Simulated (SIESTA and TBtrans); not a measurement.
Junction: Pb chain with one Pt atom in place of Pb. Leads: straight Pb chain, spacing 2.85 Å. Geometry: 3 atoms about the centre moved by SIESTA (PBE, DZP) to a largest force of 0.02 eV/Å, all others as built, motion along the axis alone.

Method: SIESTA and TBtrans, PBE, DZP numerical orbitals (energy shift 0.15 eV), PseudoDojo norm-conserving scalar-relativistic potentials, mesh cutoff 200 Ry, 300 K, spin-polarised (collinear), no spin-orbit coupling; Hamiltonian of a periodic supercell, shifted onto the leads' potential, zero bias.

Energies count from the leads' Fermi level. Transmissions are for each spin. The energy step is 0.01 eV; narrower resonances are cut or missed.

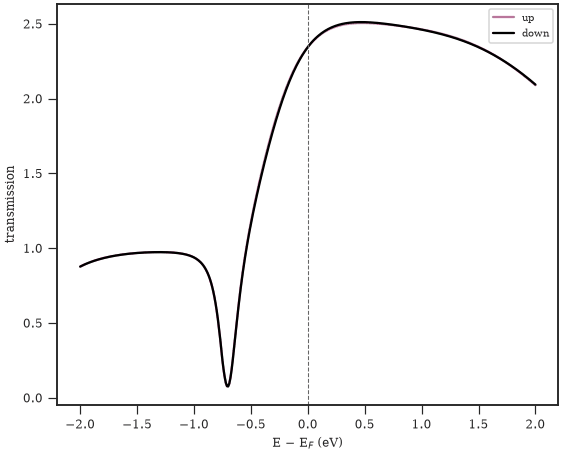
Figure. Transmission against energy

| E (eV) | T up | T down | lead channels up | down |
|---|---|---|---|---|
| -2.00 | 0.88 | 0.88 | 1 | 1 |
| -1.80 | 0.93 | 0.93 | 1 | 1 |
| -1.60 | 0.96 | 0.96 | 1 | 1 |
| -1.40 | 0.97 | 0.97 | 1 | 1 |
| -1.20 | 0.97 | 0.97 | 1 | 1 |
| -1.00 | 0.94 | 0.94 | 1 | 1 |
| -0.80 | 0.58 | 0.58 | 1 | 1 |
| -0.60 | 0.68 | 0.67 | 3 | 3 |
| -0.40 | 1.53 | 1.51 | 3 | 3 |
| -0.20 | 2.05 | 2.04 | 3 | 3 |
| 0.00 | 2.34 | 2.34 | 3 | 3 |
| 0.20 | 2.47 | 2.47 | 3 | 3 |
| 0.40 | 2.50 | 2.51 | 3 | 3 |
| 0.60 | 2.50 | 2.51 | 3 | 3 |
| 0.80 | 2.49 | 2.49 | 3 | 3 |
| 1.00 | 2.46 | 2.46 | 3 | 3 |
| 1.20 | 2.43 | 2.43 | 3 | 3 |
| 1.40 | 2.38 | 2.38 | 3 | 3 |
| 1.60 | 2.31 | 2.31 | 3 | 3 |
| 1.80 | 2.21 | 2.21 | 3 | 3 |
| 2.00 | 2.09 | 2.09 | 3 | 3 |

Moments were seeded on the central atoms alone, and one start was tried. The straight chain is held at its spacing; free chains may zigzag or dimerise. Spin-orbit coupling, left out here, matters for the heavy atoms.
